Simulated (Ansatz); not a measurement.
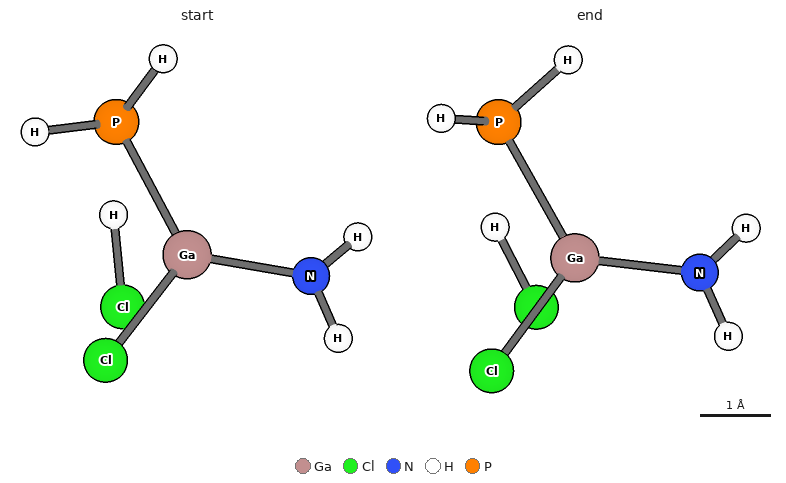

The structure of GaPNH5Cl2 before (left) and after (right) a relaxation, at one scale.

A ball-and-stick model, seen from a free direction.

The run prepares an end point of a later path (reaction) calculation, from a guessed geometry.

These are results of RKS PBE0-D4/def2-SVP in Ansatz, not measurements. (no spin polarisation; force threshold 0.03 eV/Å; at most 50 steps)

Describe what moved and what it gained.

The atom that moves furthest after the best rigid fit is an H atom (0.47 Å). Largest moves by element: H 0.47 Å, Cl 0.39 Å, P 0.16 Å, Ga 0.16 Å, N 0.09 Å. Some distances before and after: Cl–Ga 3.438 → 3.064 Å, Cl–H 1.335 → 1.297 Å, Ga–P 2.297 → 2.317 Å, H–P 1.429 → 1.425 Å. Bond angles that change, for instance: Cl–Ga–P 120.2° → 117.9°. Groups turn about Ga–P by about 30°. The energy falls by 1.18 kcal/mol in 12 accepted moves (13 points after the start). Largest force component: 1.1 eV/Å at the start, 0.012 eV/Å at the end. The line search rejected the trial step at point 12 of the run. The forces were under the threshold at step 11, but the run went on from there.

Limits of the set-up: the start holds two separate molecules, 2.6 Å apart at their closest, whose relative position is a soft coordinate.
